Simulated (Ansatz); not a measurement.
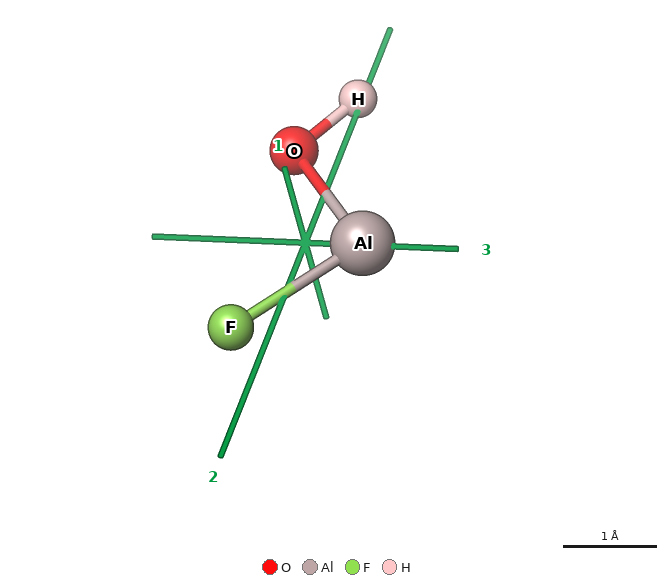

The three principal axes of inertia are drawn and numbered. Atoms fade into the background with distance from the viewer. Charge −1, singlet. The geometry was computed by an optimisation with PBE-D4/def2-SVPD. No frequency run is at hand to confirm it as a minimum. Masses are those of the most abundant isotopes; constants are for the rigid equilibrium geometry.

Q: Which line is the a axis (least moment of inertia), which b and which c?

A: a is line 2, b is line 3, c is line 1; the moments are 19.9, 72.6, 92.6 u Å².

Q: What kind of rotor is it, and what are its rotational constants in cm⁻¹?

A: An asymmetric top (Cs): A = 0.846, B = 0.232, C = 0.182 cm⁻¹. Ray's parameter κ is −0.85, nearer the prolate limit.
